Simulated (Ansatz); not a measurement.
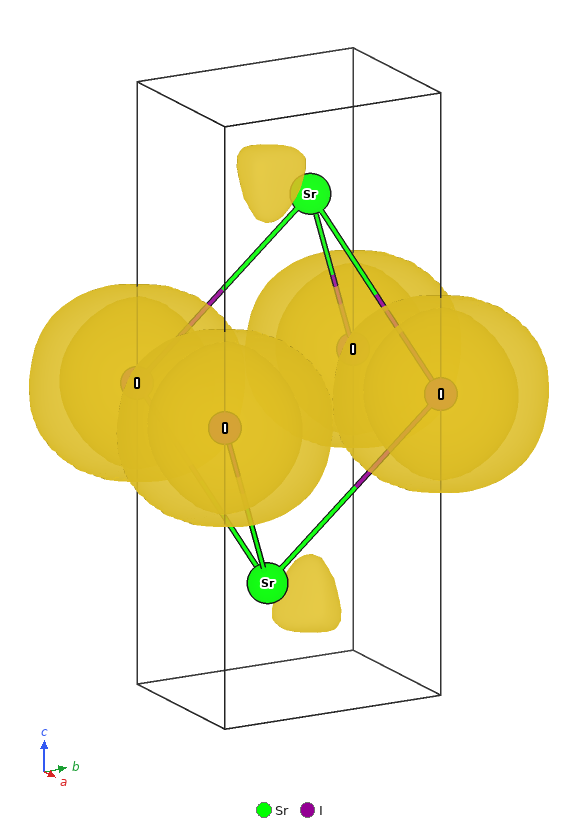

Figure. Sr2I. Isosurface of the electron localisation function at 0.7 (yellow), seen slightly off an axis. Only the valence region is drawn (cores and ρ < 0.01 e/Å³ removed). Sticks mark near contacts.

Space group P-3m1; a structure generated by program, which may or may not match a known phase; computed without spin polarisation.

The calculation used DFT PBE, scalar-relativistic, plane waves, PAW in Ansatz 0.2.0.

Core electrons are frozen (PAW), and the valence fields are smoothed inside the atomic spheres.

```
CELL_PARAMETERS angstrom
4.33498 0.00000 0.00000
-2.16749 3.75420 0.00000
0.00000 0.00000 8.44724
ATOMIC_POSITIONS crystal
Sr 0.33333 0.66667 0.80136
Sr 0.66667 0.33333 0.19864
I 0.00000 0.00000 0.50000
```

Where are the electrons localised?

The ELF exceeds this value in one region wrapped around I (its valence shell) and two pockets between the atoms, centred on no nucleus (multi-centre or interstitial), counted in one cell of 3 atoms. Regions shared between cells count once.

Values along the shortest contacts:
Sr–I (3.57 Å): the ELF peaks at about 0.75 in the valence shell of I, 1.3 Å from its nucleus, and drops to about 0.05 between the two atoms (no shared electron pair shows on this line).
